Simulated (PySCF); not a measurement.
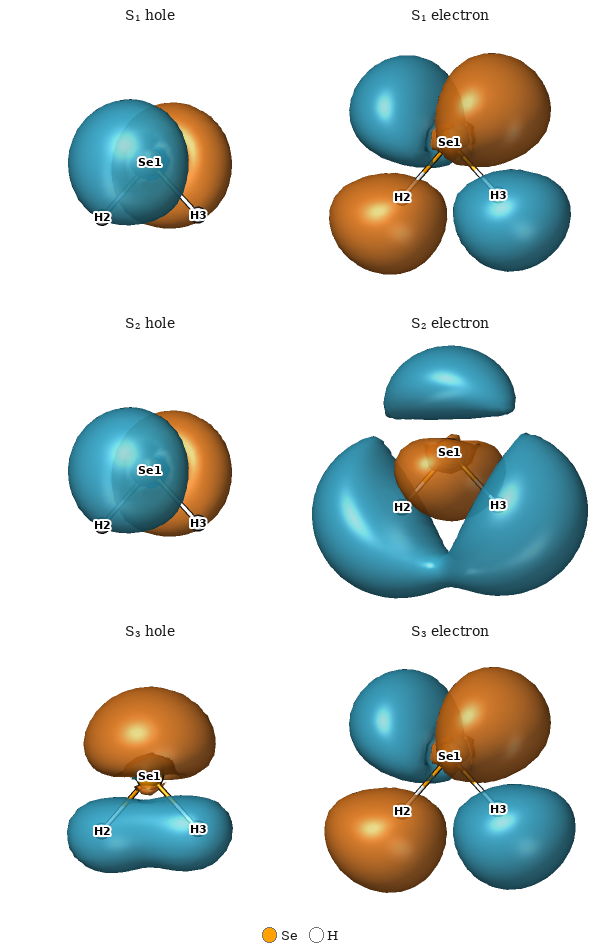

H2Se, SMILES `[SeH2]`. Leading natural transition orbitals (full linear response singlet states).

Method: CAM-B3LYP/def2-SVP; geometry: GFN2-xTB; program: PySCF. No frequency check shows the geometry to be a minimum. GFN2-xTB bond lengths at metals and heavier atoms can be off by up to 0.1 Å and shapes distorted, which carries into these values. Without diffuse functions Rydberg states are missing, so the states' numbers hold for this basis only.

Coordinates in Å:

```
Se1      0.0000   -0.0558    0.0000
H2       1.0283    0.9487    0.0000
H3      -1.0285    0.9485    0.0000
```

### Describe these excited states.

By state:
- S₁: 5.60 eV (221 nm), f = 0.000 (dark), partly diffuse acceptor orbital, which a basis without diffuse functions describes poorly; the leading pair carries 100 %; hole on Se1 (92 %), electron on Se1 (62 %) and H2 and H3 (19 % each) (atom shares of so diffuse an orbital are rough); their centroids lie 0.3 Å apart.
- S₂: 6.53 eV (190 nm), f = 0.002, partly diffuse acceptor orbital, which a basis without diffuse functions describes poorly; the leading pair carries 100 %; hole on Se1 (92 %), electron on Se1 (47 %) and H2 and H3 (27 % each) (atom shares of so diffuse an orbital are rough); their centroids lie 0.8 Å apart.
- S₃: 9.59 eV (129 nm), f = 0.145 (bright), partly diffuse acceptor orbital, which a basis without diffuse functions describes poorly; the leading pair carries 90 %; hole on Se1 (75 %) and H2 and H3 (13 % each), electron on Se1 (60 %) and H2 and H3 (20 % each) (atom shares of so diffuse an orbital are rough); their centroids lie 0.3 Å apart.
